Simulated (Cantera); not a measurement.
A closed system holds: 1 mol Si3N4, 0.72 mol C, 0.06 mol N2, held at 5.50 bar.

These are equilibrium values from Cantera (NASA tables, ideal gas, pure condensed phases), not measurements of a reactor. Candidate condensed phases: C, Si, SiC, Si3N4; 20 gas species. Mutual solubility and eutectic melting of coexisting phases are not modelled. The tables' values for SiN are old estimates; treat these amounts as uncertain. Rates play no part.

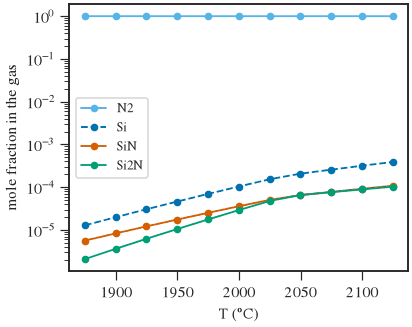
Figure. Equilibrium gas composition (values under 1e-9 drawn at 1e-9)

Task: Read off the mole fractions at 2025 °C.

Result: N2 about 1.00, Si about 0.00015, SiN about 5.0e-5, Si2N about 4.8e-5.
